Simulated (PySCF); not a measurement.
# Two runs on CH$_{10}$NPSi$_{3}$

System: CH$_{10}$NPSi$_{3}$.
Method of run A: GIAO PBE0/pcSseg-1 NMR shielding, non-relativistic, IEF-PCM acetonitrile (PySCF 2.14.0).

The geometry comes from this level: PBE0-D3(BJ)/def2-SVP. Text and figures count atoms from 1; the logs count them from 0 in places.

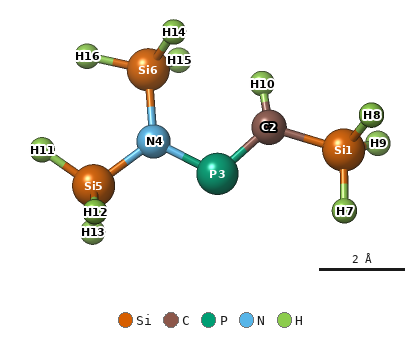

**Figure 1.** The structure as given in the input (ball-and-stick view, seen at a tilt; atoms are numbered from 1 in the order of the input). Bond lengths as drawn: C–H 1.10 Å, C–P 1.66 Å, C–Si 1.86 Å, H–Si 1.49 to 1.50 Å, N–P 1.72 Å and N–Si 1.77 Å.

### Input, run A
```
{"job": {"kind": "nmr", "xc": "PBE0", "basis": "pcSseg-1", "solvent": "acetonitrile", "pop": true}, "charge": 0, "multiplicity": 1}
Si     3.332697     0.327178     0.312639
C      1.483082     0.493590     0.196150
P      0.549625    -0.877997     0.327788
N     -1.106233    -0.429389     0.206617
Si    -2.244908    -1.785177     0.301256
Si    -1.622944     1.249419     0.008993
H      3.684443    -1.115654     0.480063
H      3.870562     1.096791     1.478090
H      3.996951     0.854146    -0.920250
H      1.077972     1.503656     0.049854
H     -3.621017    -1.215612     0.338434
H     -1.991158    -2.583352     1.536391
H     -2.107403    -2.683919    -0.883098
H     -1.157222     2.077066     1.161304
H     -1.060866     1.829006    -1.247158
H     -3.111359     1.262181    -0.055879
```

The first line tells a small driver script what to run in PySCF; the rest is the geometry in Å.

Command:
```bash
OMP_NUM_THREADS=1 python <driver script> task.json out
```

Hardware: 1 CPU thread, shared host.

### Output (run A)
```
coarse grid: 14848 points
cycle   1  E = -1307.9596170816  dE =  1.589e-01  |g| = 4.510e-01  |ddm| = 3.726e+00
cycle   2  E = -1307.9052223843  dE =  5.439e-02  |g| = 6.291e-01  |ddm| = 8.774e-01
cycle   3  E = -1308.0043752945  dE = -9.915e-02  |g| = 6.532e-02  |ddm| = 5.946e-01
cycle   4  E = -1308.0054106547  dE = -1.035e-03  |g| = 2.502e-02  |ddm| = 8.643e-02
cycle   5  E = -1308.0055071373  dE = -9.648e-05  |g| = 1.443e-02  |ddm| = 3.116e-02
cycle   6  E = -1308.0055578442  dE = -5.071e-05  |g| = 1.968e-03  |ddm| = 1.381e-02
cycle   7  E = -1308.0055588536  dE = -1.009e-06  |g| = 3.613e-04  |ddm| = 2.359e-03
final grid: 123624 points
cycle   8  E = -1308.0375020374  dE = -1.060e-05  |g| = 6.163e-03  |ddm| = 1.870e-02
cycle   9  E = -1308.0374870572  dE =  1.498e-05  |g| = 9.949e-03  |ddm| = 1.295e-02
cycle  10  E = -1308.0375112774  dE = -2.422e-05  |g| = 2.882e-04  |ddm| = 8.167e-03
cycle  11  E = -1308.0375112770  dE =  3.961e-10  |g| = 2.499e-04  |ddm| = 4.581e-04
cycle  12  E = -1308.0375112928  dE = -1.588e-08  |g| = 4.556e-05  |ddm| = 2.333e-04
cycle  13  E = -1308.0375112933  dE = -4.634e-10  |g| = 1.055e-05  |ddm| = 6.273e-05
converged SCF energy = -1308.0375112933

GIAO shielding tensors (ppm)
atom      isotropic    diamagn.    paramagn.     s11        s22        s33       span
  0 Si     426.570     879.021    -452.452    399.152    416.052    464.505     65.353
  1 C       40.909     270.087    -229.178   -120.981     67.892    175.815    296.795
  2 P      -25.328     970.412    -995.739   -401.050     67.747    257.320    658.371
  3 N      177.141     334.725    -157.583     60.275    225.001    246.148    185.873
  4 Si     390.324     878.764    -488.440    348.707    363.144    459.119    110.412
  5 Si     401.175     880.842    -479.667    367.082    371.909    464.535     97.452
  6 H       26.990      27.905      -0.915     23.929     26.352     30.690      6.761
  7 H       26.823      27.390      -0.567     23.455     24.962     32.053      8.598
  8 H       26.820      27.543      -0.723     23.478     24.948     32.034      8.556
  9 H       24.074      35.597     -11.523     19.873     22.301     30.047     10.173
 10 H       26.324      28.411      -2.087     22.641     25.756     30.574      7.932
 11 H       26.431      28.179      -1.749     22.977     24.842     31.473      8.497
 12 H       26.495      28.301      -1.805     22.952     24.671     31.864      8.912
 13 H       26.442      30.407      -3.964     23.298     24.665     31.364      8.067
 14 H       26.414      30.715      -4.302     23.253     24.673     31.315      8.062
 15 H       26.406      29.869      -3.463     22.656     25.782     30.781      8.125
```

The input of run B differs as follows (lines with − go, lines with + come):
```diff
-"solvent": "acetonitrile"
-"pop": true
+"solvent": "benzene"
+"pop": false
```

Predict how the results change.

The total energy of run B is 0.7 kcal/mol higher: the change of the electrostatic solvation energy at this fixed geometry, without cavity or dispersion terms. The dipole moment goes from 2.11 to 1.84 D. Of all shieldings, the largest change is that of N4, by +2.1 ppm. The number of SCF iterations is the same.

### Output (run B)
```
coarse grid: 14848 points
cycle   1  E = -1307.9580272844  dE =  1.602e-01  |g| = 4.531e-01  |ddm| = 3.727e+00
cycle   2  E = -1307.8961851047  dE =  6.184e-02  |g| = 6.473e-01  |ddm| = 8.996e-01
cycle   3  E = -1308.0025155012  dE = -1.063e-01  |g| = 8.015e-02  |ddm| = 6.468e-01
cycle   4  E = -1308.0039957162  dE = -1.480e-03  |g| = 4.183e-02  |ddm| = 1.191e-01
cycle   5  E = -1308.0043697128  dE = -3.740e-04  |g| = 1.485e-02  |ddm| = 4.491e-02
cycle   6  E = -1308.0044232198  dE = -5.351e-05  |g| = 2.312e-03  |ddm| = 1.555e-02
cycle   7  E = -1308.0044246479  dE = -1.428e-06  |g| = 4.200e-04  |ddm| = 2.988e-03
final grid: 123624 points
cycle   8  E = -1308.0363710293  dE = -1.057e-05  |g| = 6.206e-03  |ddm| = 1.874e-02
cycle   9  E = -1308.0363546081  dE =  1.642e-05  |g| = 1.021e-02  |ddm| = 1.327e-02
cycle  10  E = -1308.0363802503  dE = -2.564e-05  |g| = 4.425e-04  |ddm| = 8.724e-03
cycle  11  E = -1308.0363802602  dE = -9.884e-09  |g| = 3.984e-04  |ddm| = 8.422e-04
cycle  12  E = -1308.0363803017  dE = -4.148e-08  |g| = 4.900e-05  |ddm| = 3.588e-04
cycle  13  E = -1308.0363803022  dE = -5.220e-10  |g| = 1.630e-05  |ddm| = 7.446e-05
converged SCF energy = -1308.0363803022

GIAO shielding tensors (ppm)
atom      isotropic    diamagn.    paramagn.     s11        s22        s33       span
  0 Si     426.862     879.012    -452.150    399.042    416.826    464.719     65.677
  1 C       40.679     269.948    -229.269   -121.262     67.859    175.439    296.701
  2 P      -24.553     970.305    -994.858   -403.180     72.049    257.472    660.651
  3 N      179.278     334.703    -155.425     63.636    227.809    246.389    182.753
  4 Si     390.668     878.836    -488.169    349.344    362.970    459.689    110.346
  5 Si     401.958     880.909    -478.951    367.193    372.791    465.891     98.699
  6 H       26.959      27.838      -0.879     23.877     26.322     30.679      6.802
  7 H       26.807      27.347      -0.541     23.436     24.945     32.039      8.602
  8 H       26.805      27.503      -0.698     23.459     24.933     32.021      8.562
  9 H       24.184      35.829     -11.645     19.838     22.511     30.203     10.365
 10 H       26.363      28.489      -2.126     22.689     25.801     30.600      7.911
 11 H       26.409      28.177      -1.768     22.955     24.810     31.462      8.507
 12 H       26.478      28.299      -1.821     22.932     24.645     31.857      8.925
 13 H       26.432      30.419      -3.987     23.296     24.645     31.354      8.058
 14 H       26.404      30.729      -4.325     23.252     24.655     31.306      8.054
 15 H       26.443      29.929      -3.486     22.706     25.819     30.803      8.098
```

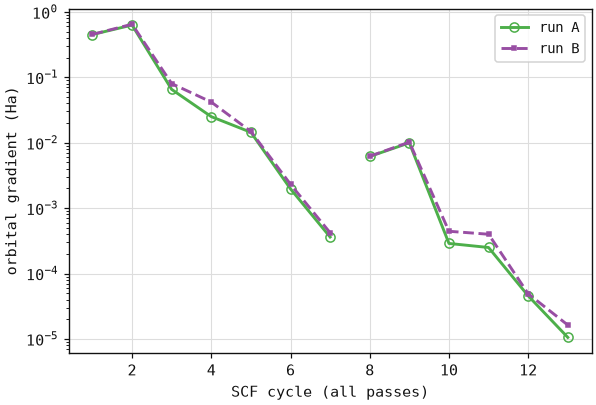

**Figure 2.** Convergence of the two runs: orbital gradient against the SCF cycle. A break in a curve parts two SCF passes (coarse and final grid). Run A takes 13 cycles in all, and run B takes 13.

### The two runs side by side

| quantity | run A | run B |
| --- | --- | --- |
| outcome | converged | converged |
| total energy (hartree) | −1308.037511 | −1308.036380 |
| HOMO (eV) | −6.98 | −6.99 |
| LUMO (eV) | −1.59 | −1.59 |
| dipole moment (D) | 2.11 | 1.84 |
| shielding of Si1 (ppm) | 426.6 | 426.9 |
| shielding of C2 (ppm) | 40.9 | 40.7 |
| shielding of P3 (ppm) | −25.3 | −24.6 |
| shielding of N4 (ppm) | 177.1 | 179.3 |
| shielding of Si5 (ppm) | 390.3 | 390.7 |
| shielding of Si6 (ppm) | 401.2 | 402.0 |
| shielding of H10 (ppm) | 24.1 | 24.2 |
| SCF iterations | 13 | 13 |
| basis functions | 180 | 180 |
| wall time (shared host) | 26 s | 24 s |
